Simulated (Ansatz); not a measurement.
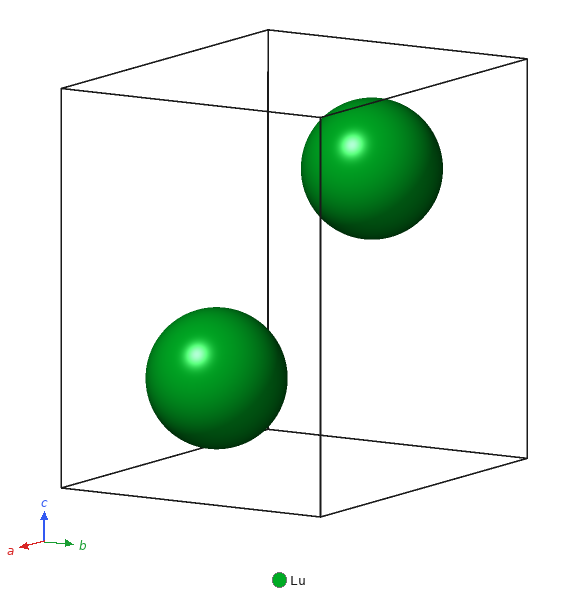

View from a general direction, drawn as a spheres-only model. Thin lines show the conventional unit cell, with boundary atoms drawn in all their periodic places.

**How many atoms does the cell contain?**

2 (lutetium), counting shared atoms by their share.

**Give the crystal system and centring.**

Primitive hexagonal.

**Give the space group.**

P6_3/mmc (No. 194), with Lu on 2d.

**To which structure type does it belong?**

Hexagonal close-packed (Mg type).

The model was built from the standard structure of this element. Earlier steps of the study may have refined or changed the cell and positions. A calculation with Ansatz used it as input.
